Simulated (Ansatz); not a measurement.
**A computed series for MgSe: response to strain**

Take MgSe in the rock salt structure (space group Fm-3m, No. 225; a = 5.472 Å) as the base.

Strains are applied to the cell and any free atomic positions relax.

All numbers come from r2SCAN in Ansatz (plane waves to 500 eV, PAW, spin-orbit coupling left out).

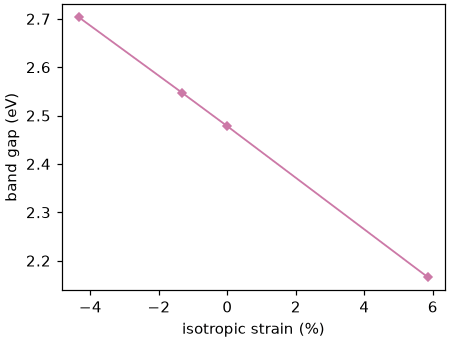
Figure. Band gap against isotropic strain

From the plot, what is the band gap for isotropic strain −4.33 %?

About 2.70 eV.

Is the trend monotonic over the range shown?

Yes, it falls throughout, spanning 2.17 eV to 2.70 eV.

No phonon test of stability was made.

Ansatz is an electronic-structure program.
